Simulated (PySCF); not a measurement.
**CO₂···H₂O (SMILES O=C=O.O): density, localisation and related maps**

```xyz
6

O     1.1257   -0.0746   -0.2796
C     0.0363   -0.0187    0.1048
O    -1.0404    0.0430    0.5245
O    -1.0494   -0.4460   -2.4687
H    -0.6873   -0.6139   -3.3420
H    -2.0020   -0.5030   -2.5723
```

Geometry: PBE0-D3(BJ)/def2-TZVPD.

Computed with wB97M-D3(BJ)/def2-TZVPD, SCF density, gas phase (PySCF 2.14.0).

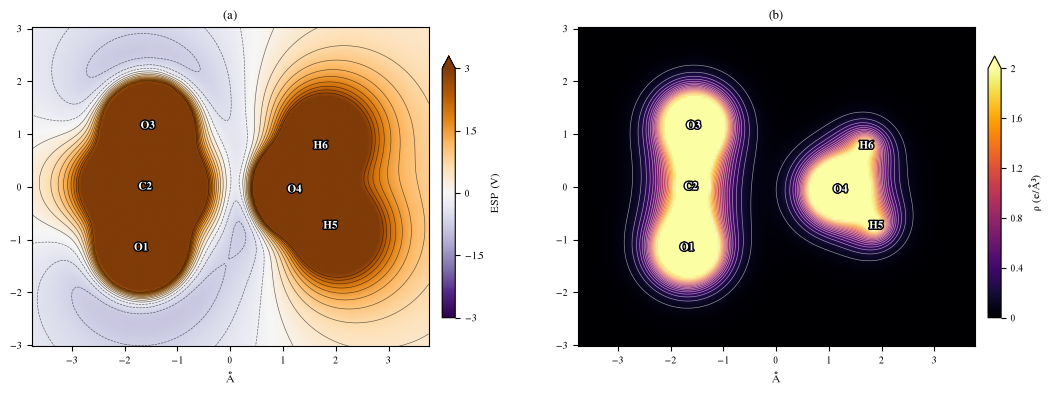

Figure 1. (a) electrostatic potential; (b) electron density on the molecular plane.

What does the map show?

- The section cuts through O, C and H sites.
- C2···O4 (2.83 Å): the density falls to about 0.06 e/Å³ on the way; a weak contact between the two molecules.
- C–O (1.16 Å): ρ at the midpoint is about 3.8 e/Å³.
- O–H (0.96 Å): the density is about 3.8 e/Å³ at the midpoint.
- Outside the dense part of the complex the potential is most negative (−0.9 V) near O1.

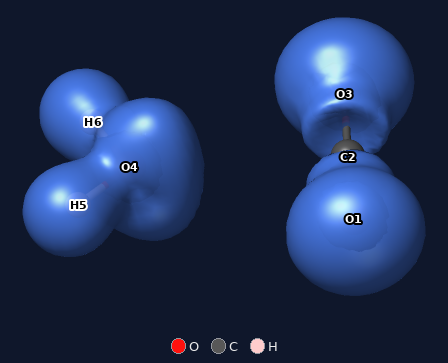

Figure 2. Isosurface of the electron localisation function at 0.75 (blue), seen at an oblique angle. Core shells and regions of very low density are left out.

What do the ELF domains correspond to?

The ELF exceeds this value in two regions on O in which the atom's valence shell and bonds are merged and one joined region spread over several atoms (H, O), in which their bonds and any lone pairs are merged. Along the contacts the grid gives the following. C2···O4 (2.83 Å): the ELF dips to about 0 between them: a weak contact between the two molecules. C–O (1.16 Å): the ELF peaks at about 0.85 between the atoms: a short, multiple covalent bond.

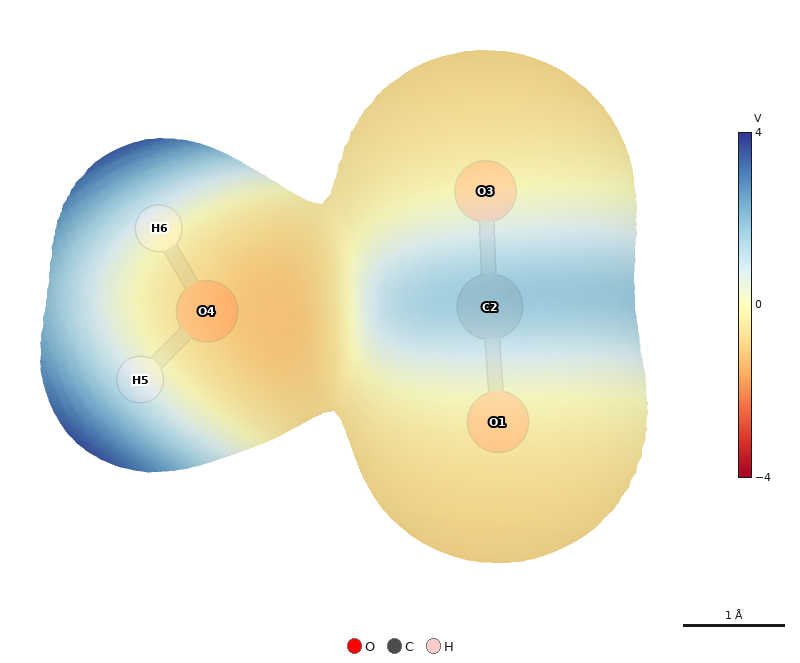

Figure 3. The electrostatic potential painted on the density surface at 0.004 e/bohr³, seen across its widest extent; red is negative and blue positive.

Describe the electrostatic potential map.

The most negative region (about −1.2 V) lies over O4, the most positive (about +3.5 V) over H5 and H6. O4 is the likeliest acceptor of a hydrogen bond.

How polar is the complex by this calculation?

Its dipole moment is 2.23 D.
